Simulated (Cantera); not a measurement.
Input: 1 mol Si, 0.13 mol O2, 52 mol N2, 0.017 mol CO2, at 0.000610 bar.

Method: chemical equilibrium by Gibbs-energy minimisation in Cantera with the NASA 1993 tables (ideal gas, pure condensed phases). Candidate condensed phases: C, Si, SiC, SiO2, Si2N2O, Si3N4; 34 gas species. Mutual solubility and eutectic melting of coexisting phases are not modelled. The tables' values for SiN are old estimates; treat these amounts as uncertain. Kinetics and transport are ignored.

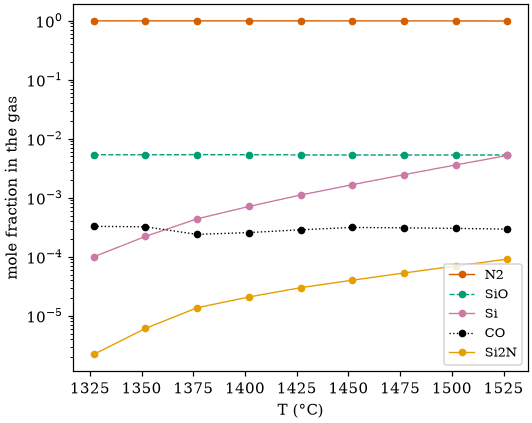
Equilibrium gas composition (values under 1e-9 drawn at 1e-9)

At 1327 °C the condensed part is Si3N4(s). At 1352 °C the condensed part is SiC(s) + Si3N4(s). From 1377 °C to 1402 °C the condensed part is Si(s) + SiC(s). At 1427 °C the condensed part is Si(l) + SiC(s). From 1452 °C to 1527 °C the condensed part is Si(l). The main Si-bearing gas is SiO throughout. The share of Si in condensed phases is highest at 1327 °C (71.7 %) and lowest at 1527 °C (42.8 %).
